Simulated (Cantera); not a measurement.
Charge: 1 mol N₂O, 0.14 mol H₂O, 0.25 mol H₂, equilibrated at 1.00 bar.

Equilibrium computed with Cantera from the NASA thermochemical tables; the gas is ideal and each condensed phase is pure. Candidate condensed phases: H₂O; 24 gas species. Equilibrium is a limit: real reactors are often held back by kinetics, nucleation or transport.

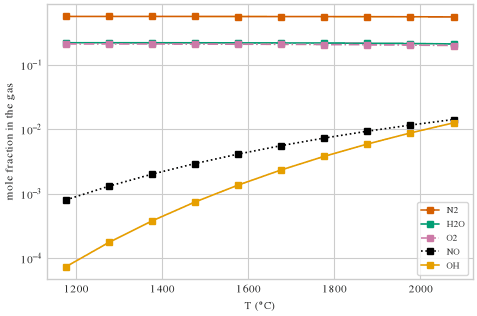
Equilibrium gas composition (values under 1e-9 drawn at 1e-9)

From 1177 °C to 2077 °C nothing is condensed.
